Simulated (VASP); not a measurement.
Band structure of Al (space group Fm-3m). These are PBE GGA, VASP's PBE PAW potentials (set 64) (plane waves; VASP) values and carry that method's errors.

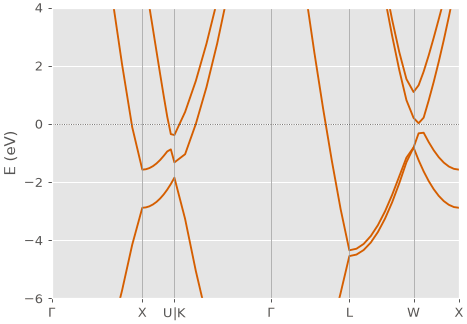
Fig. 1. Bands along high-symmetry lines, zero at the valence-band maximum or, without a gap, the Fermi level

Q: Read the plot: is there a gap, and where are the band edges?

A: It has no gap at this level: it comes out as a metal or semimetal.

The structure is a typed Al crystal (Fm-3m). The cell was not relaxed at this level.
